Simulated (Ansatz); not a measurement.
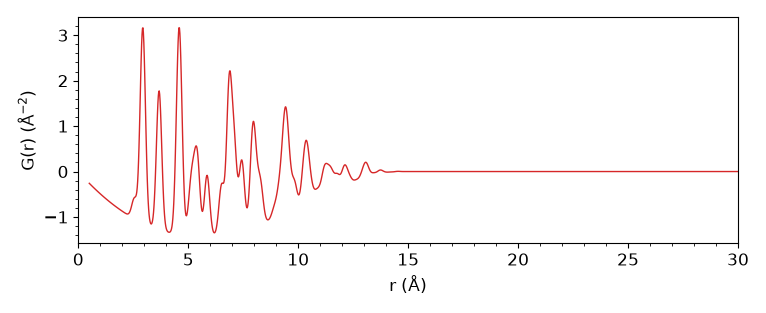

Simulated X-ray pair distribution function, G(r) = R(r)/r − 4πρ₀r, summed over the atomic distances of the structure with each pair weighted by the product of the atomic numbers (X-ray weights at Q = 0); every distance is a Gaussian of σ = 0.12 Å, for spherical particles of BiMo with the bulk structure: the bulk G(r) is multiplied by the envelope of a sphere of diameter D, 1 − 3r/2D + r³/2D³, with no surface relaxation. The number density is 0.0434 atoms per Å³. Basis of the simulation: the geometry relaxed at fixed volume with Ansatz, DFT PBEsol, scalar-relativistic, plane waves, PAW; the starting structure was generated, so it need not be a known form of this composition.

How large are the particles?

Answer. About 15 Å (1.5 nm): the signal vanishes at r = D, fading from view somewhat earlier.

Roughly how many atoms does one particle hold?

Answer. About 77 (number density 0.0434 Å⁻³ times πD³/6).
